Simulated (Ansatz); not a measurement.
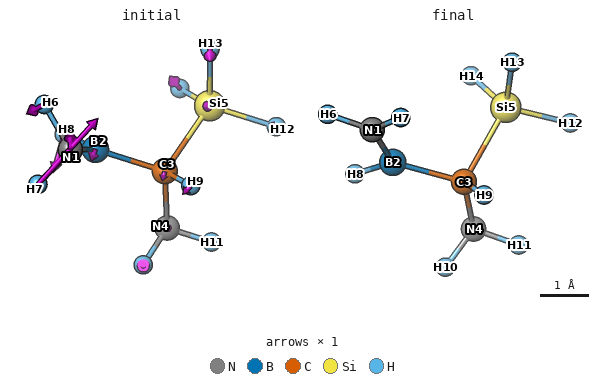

The structure of CH9BN2Si before (left) and after (right) a relaxation, at one scale. The purple arrows give the displacements, at their true length.

Style: ball-and-stick. Shown at a tilt.

The run prepares an end point of a later path (inversion) calculation, from a guessed geometry.

Computed with RKS B3LYP-D4/6-31G* in Ansatz 0.2.0. (no spin polarisation; force threshold 0.015 eV/Å; at most 40 steps)

Q: Describe what moved and what it gained.

A: The atom that moves furthest after the best rigid fit is H7 (1.95 Å). Largest moves by element: H 1.95 Å, N 0.55 Å, B 0.31 Å, Si 0.29 Å, C 0.23 Å. Among the contacts that change: N1–H6 1.115 → 1.010 Å, N1–B2 1.484 → 1.400 Å, N4–H10 1.092 → 1.018 Å, C3–N4 1.541 → 1.478 Å. Among the angles between lasting bonds that change: B2–N1–H6 106.2° → 122.7°, B2–N1–H7 110.4° → 123.9°, C3–N4–H10 103.0° → 110.7°. Groups turn about B2–C3 by about 40°. Over 18 accepted moves (19 points after the start) the energy falls by 1.745 eV. Largest force component: 2.8 eV/Å at the start, 0.0072 eV/Å at the end. The line search rejected the trial step at point 12 of the run.
